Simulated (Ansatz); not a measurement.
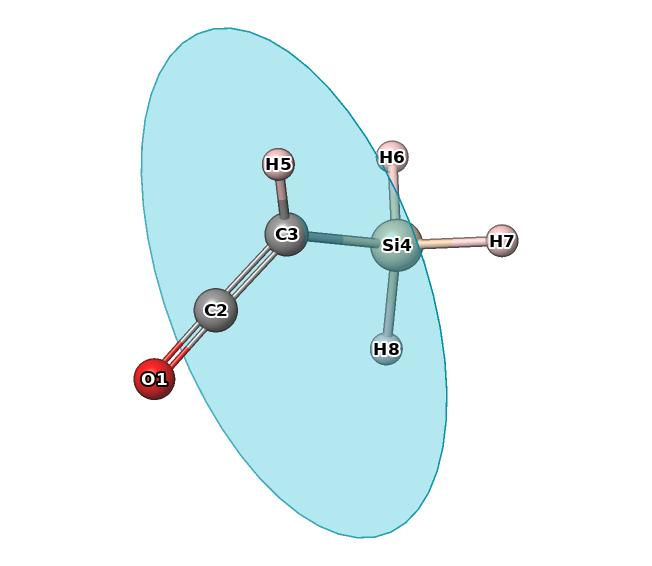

A disc through the centre of mass is drawn in. Atoms fade into the background with distance from the viewer. The geometry was computed by an optimisation with PBE-D4/def2-SVP. No frequency run is at hand to confirm it as a minimum.

Q: Is the plane of the disc a mirror plane of the structure?

A: No. The point group is Cs, with 1 mirror plane, and this plane isn't one of its mirror planes.
